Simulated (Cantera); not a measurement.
A closed system holds: 1 mol Al, 3.5 mol N₂, 29 mol H₂, held at 1.70 mbar.

Method: chemical equilibrium by Gibbs-energy minimisation in Cantera with the NASA 1993 tables (ideal gas, pure condensed phases). Candidate condensed phases: Al, AlN; 13 gas species. Equilibrium is a limit: real reactors are often held back by kinetics, nucleation or transport.

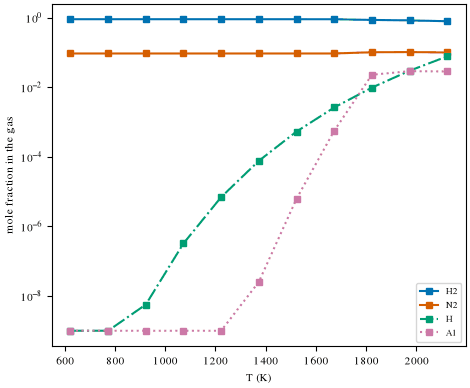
*Equilibrium gas composition (values under 1e-9 drawn at 1e-9)*

From 623 K to 1823 K the condensed part is AlN(s). From 1973 K to 2123 K nothing is condensed.
